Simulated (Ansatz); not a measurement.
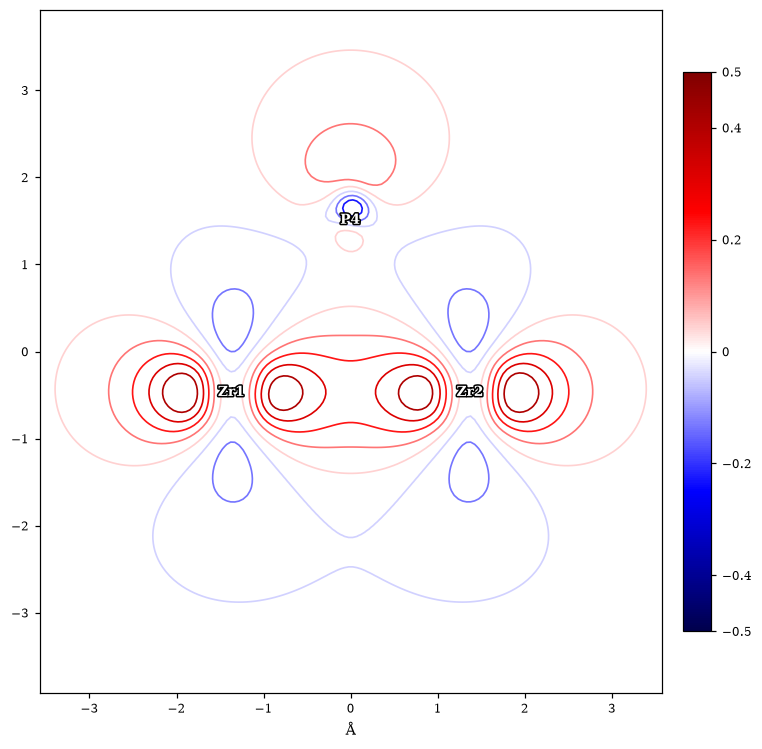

The picture shows: P2Zr2. One frontier orbital on the plane of atoms Zr2, Zr1 and P4 (values in Å⁻³ᐟ²; the overall sign is arbitrary).

Geometry: PBE-D4/def2-SVP; core potentials replace the inner electrons of Zr; not at a stationary point (largest force 0.6 eV/Å).

Computed with RKS PBE0-D4/def2-TZVP (Ansatz).

```xyz
4

Zr   -0.6587    0.7499   -1.0306
Zr    0.2997   -1.3098    0.5028
P     1.6722    0.2456   -0.7152
P    -1.3132    0.3143    1.2430
```

Which orbital is it: HOMO or LUMO?

The LUMO, at −2.62 eV. It lies mainly on Zr1 (about 40 %), Zr2 (about 40 %), P3 (about 10 %) and P4 (about 10 %).
